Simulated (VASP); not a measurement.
Band structure of PbO2 (rutile). These are optB86b-vdW, VASP's PBE PAW potentials (set 64) (plane waves; VASP) values and carry that method's errors.

Unless said otherwise, spin-orbit coupling is left out, though it shifts the bands of the heavy elements here.

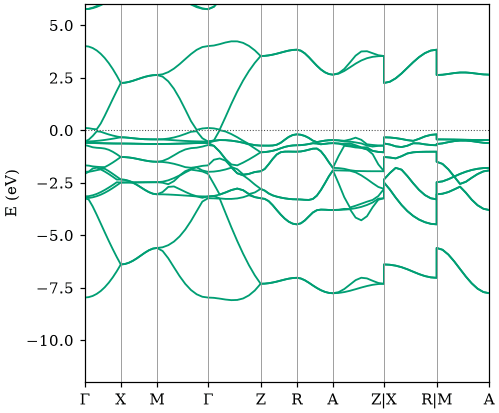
Figure. Bands along high-symmetry lines, zero at the valence-band maximum or, without a gap, the Fermi level

Read the plot: is there a gap, and where are the band edges?

The gap is indirect, 0.02 eV, from the valence maximum at Γ-Z at 0.22 to the conduction minimum at M-Γ at 0.78. (Edges off the drawn lines would not show.)

The compound is PbO2 in the rutile structure. It was relaxed first.
